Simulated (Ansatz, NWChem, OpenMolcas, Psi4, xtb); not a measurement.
## Loss of H2: CH2S → CS + H2

Gas-phase species: CH2S (methanethial) `C=S`, singlet; CS (carbon monosulfide), singlet; H2, singlet. This is a balance of energies; it says nothing on the path, which may need atoms to shift.

Shapes, held fixed at every level: PBE0-D4/def2-TZVP; CS at the measured bond length. Programs: Ansatz 0.2.0, NWChem 7.3.0, OpenMolcas 26.06, Psi4 1.11, xtb 6.7.1. A level may come from different programs for different species; with the same settings they agree closely. Electronic energies: no zero-point or thermal term.

```tsv
level	kind	ΔE (kJ/mol)
GFN2-xTB	semi-empirical	+261.9
HF/STO-3G	Hartree–Fock	+216.8
HF/3-21G	Hartree–Fock	+235.5
HF/def2-SVP	Hartree–Fock	+197.2
B3LYP/6-31G* (Cartesian functions)	global hybrid	+203.2
PBE0/def2-SVP	global hybrid	+225.5
```

PBE0/def2-SVP gives ΔE = +225.5 kJ/mol; the levels span +197.2 to +261.9. The median of the levels is +221.1. No measured value is set beside it here. PBE0/def2-SVP lies outside the range of the other correlated levels here, so it shouldn't be taken on trust. Rows in sets without polarisation functions are far from converged.

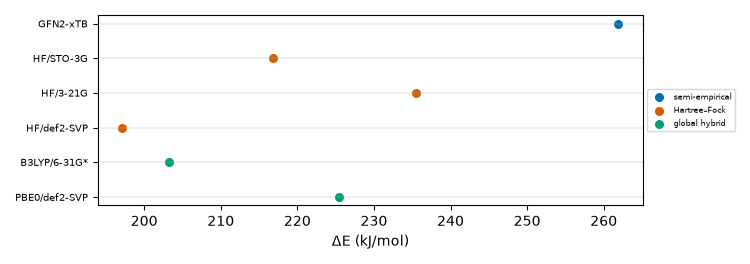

The values of the table, level by level.
